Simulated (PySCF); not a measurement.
SMILES C=C/C=C\S (C4H6S), singlet, GFN2-xTB optimised geometry. Atoms within 1.6 Å of the plane z = 1.0 Å (x, y, z in Å): C1 (2.53, 0.58, -0.01), C2 (1.20, 0.60, 0.00), C3 (0.38, -0.59, 0.00), C4 (-0.96, -0.59, 0.00), S5 (-1.93, 0.88, 0.00), H6 (3.08, -0.35, -0.02), H7 (3.11, 1.48, 0.00), H8 (0.67, 1.54, 0.01), H9 (0.89, -1.54, 0.00), H10 (-1.53, -1.50, 0.00), H11 (-3.11, 0.26, 0.00).

Calculation: B3LYP/def2-TZVP in PySCF 2.14.0.

Map of the log10 of the electron density (e/bohr³), floored at −4 on the plane z = 1.0 Å:

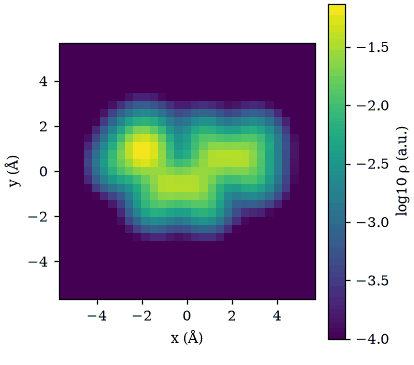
Log10 of the electron density (e/bohr³), floored at −4 on the plane z = 1.0 Å.
